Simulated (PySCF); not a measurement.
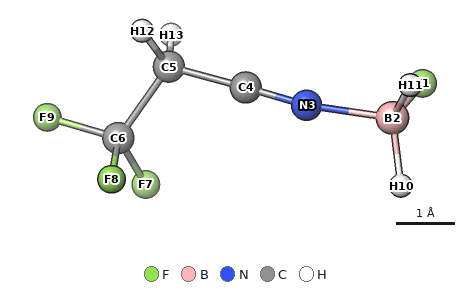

*The input geometry (ball-and-stick view, seen at a tilt; atoms are numbered from 1 in the order of the input).*

Bond lengths as drawn: B–F 1.39 Å, B–H 1.19 Å, B–N 1.51 Å, C–C 1.44 to 1.53 Å, C–F 1.33 to 1.34 Å, C–H 1.10 Å and C–N 1.15 Å.

# Excited-state calculation of C3H4BF4N

The run: excited-state calculation of C3H4BF4N. Method and program: TDDFT PBE0/def2-SVPD, vertical, gas phase, core orbitals frozen in the response (PySCF 2.14.0).

The geometry comes from this level: GFN2-xTB. It belongs to a series of runs on one base structure; here: PBE0/def2-SVPD; 6 states; aux def2-universal-jkfit.

## What the program printed
```
final grid: 123728 points
cycle   1  E = -594.4838437550  dE =  1.432e+00  |g| = 1.024e+00  |ddm| = 6.600e+00
cycle   2  E = -594.0011121245  dE =  4.827e-01  |g| = 1.905e+00  |ddm| = 3.092e+00
cycle   3  E = -594.6835289895  dE = -6.824e-01  |g| = 2.648e-01  |ddm| = 2.347e+00
cycle   4  E = -594.6944410510  dE = -1.091e-02  |g| = 1.411e-01  |ddm| = 4.188e-01
cycle   5  E = -594.6982819984  dE = -3.841e-03  |g| = 4.034e-02  |ddm| = 1.663e-01
cycle   6  E = -594.6985863772  dE = -3.044e-04  |g| = 7.123e-03  |ddm| = 4.321e-02
cycle   7  E = -594.6985946428  dE = -8.266e-06  |g| = 1.996e-03  |ddm| = 9.309e-03
cycle   8  E = -594.6985954053  dE = -7.624e-07  |g| = 3.578e-04  |ddm| = 2.682e-03
cycle   9  E = -594.6985954391  dE = -3.388e-08  |g| = 8.355e-05  |ddm| = 8.074e-04
cycle  10  E = -594.6985954407  dE = -1.578e-09  |g| = 3.600e-05  |ddm| = 1.682e-04
cycle  11  E = -594.6985954409  dE = -1.378e-10  |g| = 2.280e-05  |ddm| = 5.561e-05
converged SCF energy = -594.6985954409

Static polarisability (au): isotropic 65.617, principal 50.603 52.747 93.502

Singlet excitations
state   eV       nm        f      main configurations
  1   4.6440    267.0   0.00568   H->L 0.82, H->L+1 0.17
  2   5.3349    232.4   0.18966   H->L+1 0.80, H->L 0.17
  3   6.3718    194.6   0.00259   H-1->L 0.93
  4   6.4931    190.9   0.00192   H->L+2 0.96
  5   6.7104    184.8   0.01089   H-1->L+1 0.93
  6   7.4526    166.4   0.00855   H-2->L 0.43, H-2->L+1 0.26, H-3->L 0.18

Triplet excitations (Tamm-Dancoff, eV): 4.3516 4.5701 6.0733 6.2362 6.3185
```

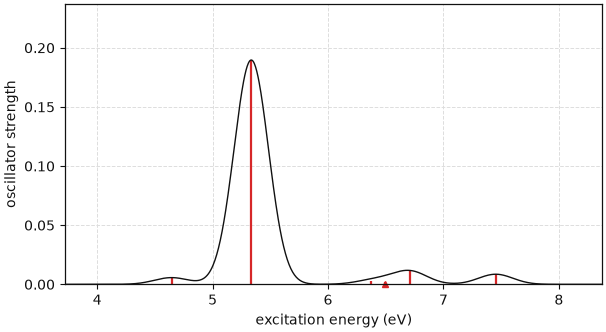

*Computed excitations as sticks (degenerate states added up, dark ones marked on the axis), with a Gaussian envelope of 0.35 eV full width at half maximum, scaled to the tallest.*

Of the 6 states the lowest lies at 4.64 eV (f = 0.006); the strongest line is at 5.33 eV, or 232 nm (f = 0.190).

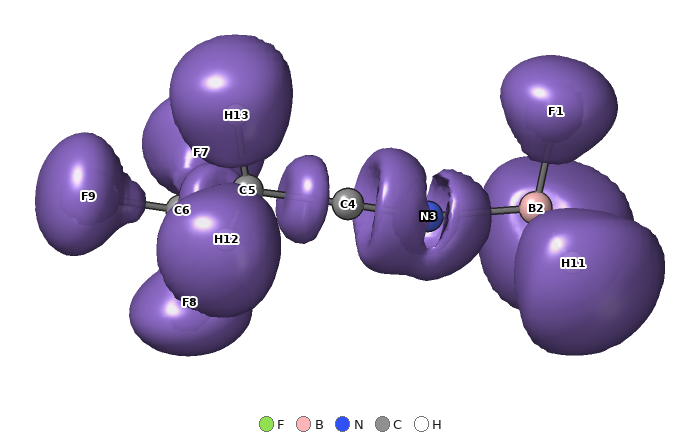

*Isosurface of the electron localisation function at 0.75 (purple), seen from the side. Only the valence region is drawn (cores and ρ < 0.01 e/Å³ removed).*

Values along the shortest contacts: C–N (1.15 Å): the ELF peaks at about 0.90 between the atoms (a multiple bond by its length, whose ELF region spreads away from the axis).

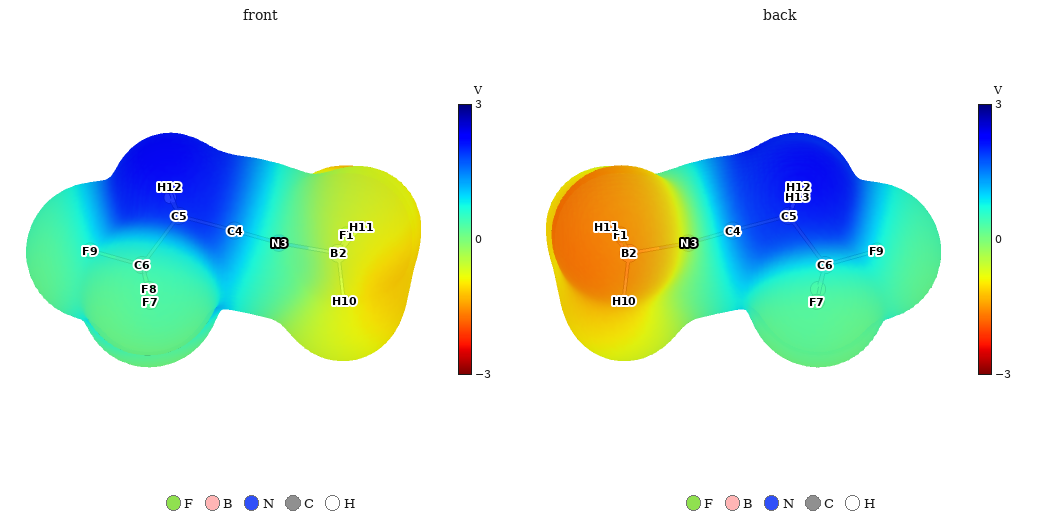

*The molecular electrostatic potential painted on the density surface at 0.001 e/bohr³, seen face on and from behind; the colour scale runs from red (negative) to blue (positive).*

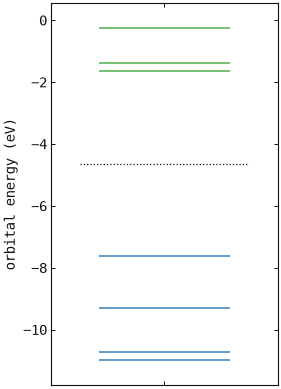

*Orbital energies near the frontier; the dotted line parts filled from empty levels, and levels within 0.02 eV of each other stand side by side.*

Highest filled −7.63 eV, lowest empty −1.65 eV, 5.98 eV apart.

This output came from the following input.

## The input
```
{"job": {"kind": "uv", "xc": "PBE0", "basis": "def2-SVPD", "nstates": 6, "ntriplets": 5, "tda": false, "scf": {"aux": "def2-universal-jkfit"}}, "charge": 0, "multiplicity": 1}
F      3.037349     1.268157    -0.014349
B      2.766283    -0.065145    -0.302644
N      1.272495    -0.184368    -0.080551
C      0.165680    -0.014771     0.171099
C     -1.227261     0.169740     0.466055
C     -2.101748    -0.115162    -0.761260
F     -1.806890     0.679904    -1.788580
F     -1.976576    -1.376578    -1.179669
F     -3.392650     0.076603    -0.468555
H      2.936073    -0.331540    -1.448765
H      3.257793    -0.811786     0.482774
H     -1.541188    -0.502400     1.271996
H     -1.393750     1.207832     0.773473
```

The first line tells a small driver script what to run in PySCF; the rest is the geometry in Å.

Command:
```bash
OMP_NUM_THREADS=1 python <driver script> task.json out
```

## Results in brief

| quantity | value |
| --- | --- |
| outcome | converged |
| total energy | −594.698595 hartree |
| HOMO | −7.63 eV |
| LUMO | −1.65 eV |
| dipole moment | 6.72 D |
| mean polarisability | 65.62 a.u. |
| lowest singlet excitation | 4.64 eV |
| hardware | 1 CPU thread, shared host |
| wall time | 53 s |
| peak memory | 0.84 GiB |

## Notes

Settings chosen away from the usual ones: PBE0/def2-SVPD; 6 states; aux def2-universal-jkfit.
